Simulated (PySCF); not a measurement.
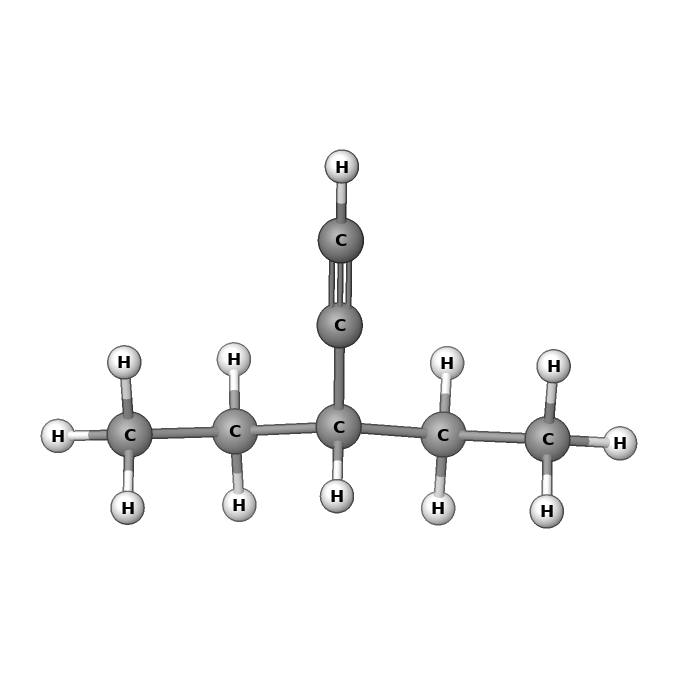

Ball-and-stick drawing of a structure. Multiple sticks mark multiple bonds (one Kekulé form).

The geometry was computed by an optimisation with GFN2-xTB. No frequency run is at hand to confirm it as a minimum.

> Count the atoms of each element.

C₇H₁₂, 19 atoms: 7 carbon and 12 hydrogen.

> Does it have rings?

It has no ring.

> Name functional groups in it.

Among them: alkyne.

> Write the SMILES.

C#CC(CC)CC

The parts below concern this one geometry. Atoms keep their numbers from picture to picture.

### Symmetry

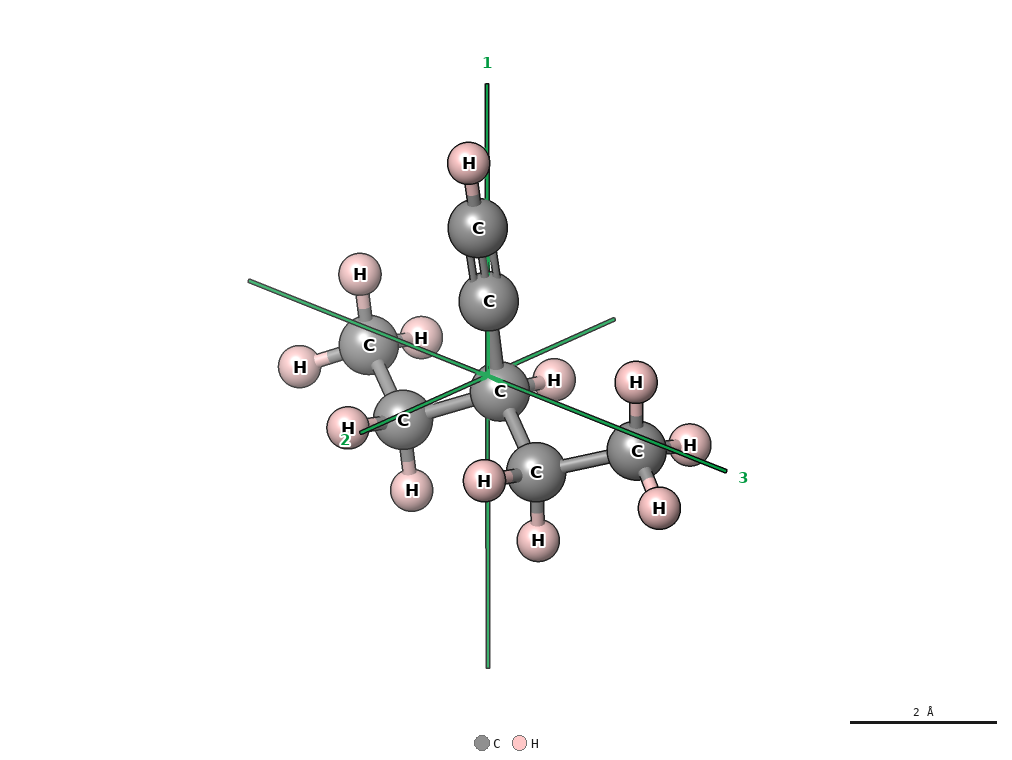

The three principal axes of inertia are drawn and numbered. Atoms fade into the background with distance from the viewer. No frequency run is at hand to confirm it as a minimum. Masses are those of the most abundant isotopes; constants are for the rigid equilibrium geometry.

> Which line is the a axis (least moment of inertia), which b and which c?

a is line 3, b is line 1, c is line 2; the moments are 146, 266, 379 u Å².

> What kind of rotor is it, and what are its rotational constants in cm⁻¹?

An asymmetric top (Cs): A = 0.116, B = 0.0633, C = 0.0445 cm⁻¹. Ray's parameter κ is −0.47, nearer the prolate limit.

### Dipole moment

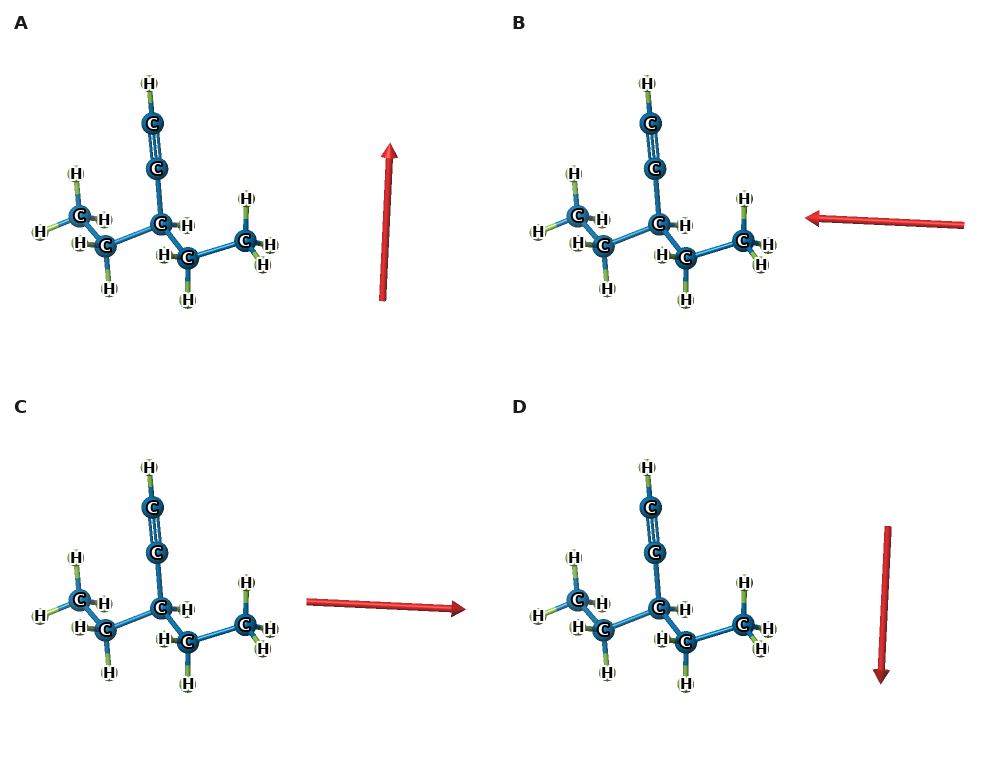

The same molecule four times, each with an arrow. No frequency run is at hand to confirm it as a minimum. Properties computed with PBE0/pcSseg-1, gas phase (PySCF 2.14.0).

> Which arrow points along the dipole moment, from the negative to the positive end?

D. The dipole moment is 0.64 D.

### NMR shielding

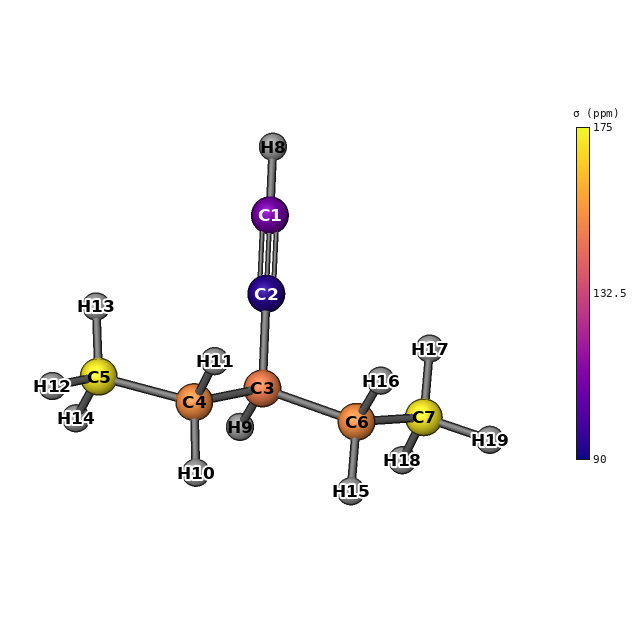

Atoms are coloured by their isotropic NMR shieldings (C only, the others grey). No frequency run is at hand to confirm it as a minimum. Level of theory: GIAO PBE0/pcSseg-1 NMR shielding, non-relativistic, gas phase (PySCF 2.14.0).

Give the isotropic NMR shieldings of the C atoms atom by atom.

| atom | σ (ppm) |
| --- | --- |
| C1 | 109.7 |
| C2 | 93.8 |
| C3 | 148.2 |
| C4 | 152.3 |
| C5 | 171.5 |
| C6 | 152.3 |
| C7 | 171.5 |

### Charges

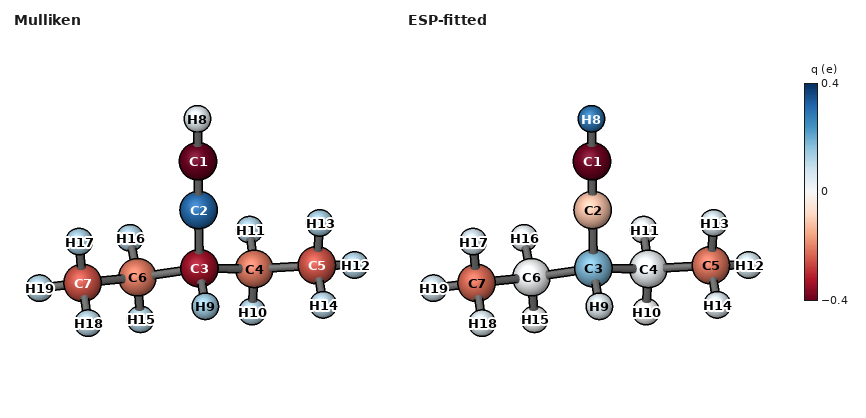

Atomic charges of one calculation by 2 schemes, on one colour scale. No frequency run is at hand to confirm it as a minimum. Method: PBE0/pcSseg-1 (PySCF 2.14.0).

> Which scheme gives the most polar picture (largest mean size of the charges)?

The Mulliken charges are the largest in size here.

> On which atom do the schemes disagree most?

On C3 (from −0.34 to 0.18 e).

List the charges (e), one line for each set of equivalent atoms. Atoms whose distances differ by more than 0.02 Å in this geometry are listed apart.

```
    atom  Mulliken  ESP-fitted
      C1     −0.40       −0.39
      C2      0.31       −0.12
      C3     −0.34        0.18
  C4, C6     −0.21        0.02
      C5     −0.25       −0.21
      C7     −0.25       −0.23
      H8      0.04        0.29
      H9      0.14        0.05
H10, H15      0.12        0.00
H11, H16      0.12        0.02
H12, H19      0.11        0.06
     H13      0.13        0.06
     H14      0.10        0.05
     H17      0.13        0.07
     H18      0.10        0.05
```

Mulliken values depend strongly on the basis set and can even reverse the polarity of a bond.
